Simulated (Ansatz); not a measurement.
Run report: Si2H6O2, saddle-point search

The run: saddle-point search of Si2H6O2. Method and program: RKS PBE0-D4/def2-SVP (Ansatz 0.2.0).

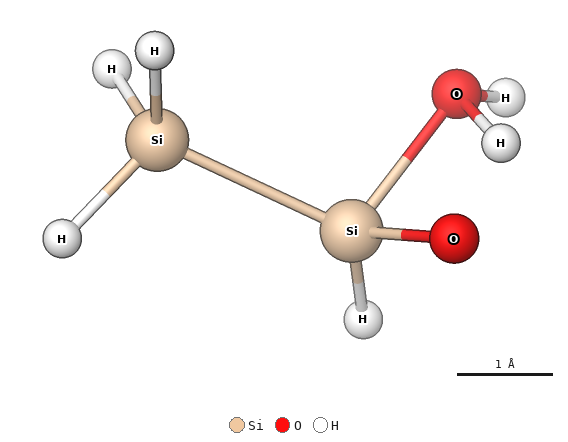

Fig. 1: The starting structure (ball-and-stick view, seen at a tilt).

Outcome:

```json
{"quantity": "outcome", "value": "refused by the program"}
{"quantity": "hardware", "value": "4 threads of Intel Xeon, 15 GiB of memory available, shared host"}
```

What went wrong:

A setting was made wrong on purpose: mode guess of zeros. The program refused the input: “invalid value for `saddle.mode_guess`: has no component on a free degree of freedom — its frozen components are dropped, and so is its uniform translation along each direction along which no atom is frozen; give the guess a component on an atom that moves relative to the others, or omit it for a random start direction”

Input:
```yaml
crystal:
  periodic: [false, false, false]
  atoms:
    - {symbol: Si, position_ang: [-0.678700, -0.024800, -0.486400]}
    - {symbol: O, position_ang: [0.660900, 1.109100, -1.240800]}
    - {symbol: O, position_ang: [-0.431000, -0.832200, -1.804800]}
    - {symbol: H, position_ang: [0.411500, 0.192300, -1.985800]}
    - {symbol: H, position_ang: [-1.832400, 0.882900, -0.451700]}
    - {symbol: Si, position_ang: [0.202100, -0.711300, 1.512700]}
    - {symbol: H, position_ang: [0.475200, 1.995900, -1.553100]}
    - {symbol: H, position_ang: [0.632700, 0.425600, 2.338300]}
    - {symbol: H, position_ang: [-0.808600, -1.446900, 2.285000]}
    - {symbol: H, position_ang: [1.368200, -1.590400, 1.386700]}
basis:
  gaussian: {orbitals: def2-SVP}
hamiltonian: {xc: pbe0, dispersion: d4}
saddle:
  max_steps: 30
  mode_guess:
    - [-0.0000, -0.0000, 0.0000]
    - [0.0000, -0.0000, -0.0000]
    - [-0.0000, -0.0000, 0.0000]
    - [0.0000, 0.0000, 0.0000]
    - [0.0000, 0.0000, -0.0000]
    - [-0.0000, 0.0000, 0.0000]
    - [0.0000, -0.0000, -0.0000]
    - [0.0000, 0.0000, 0.0000]
    - [0.0000, -0.0000, 0.0000]
    - [0.0000, 0.0000, -0.0000]
```

Launched with:
```bash
ansatz run in.yaml --threads 4 --pin off --events-out ev --progress --plain --max-ram 9574MiB
```

The program's output:
```
Error: invalid value for `saddle.mode_guess`: has no component on a free degree of freedom — its frozen components are dropped, and so is its uniform translation along each direction along which no atom is frozen; give the guess a component on an atom that moves relative to the others, or omit it for a random start direction
```
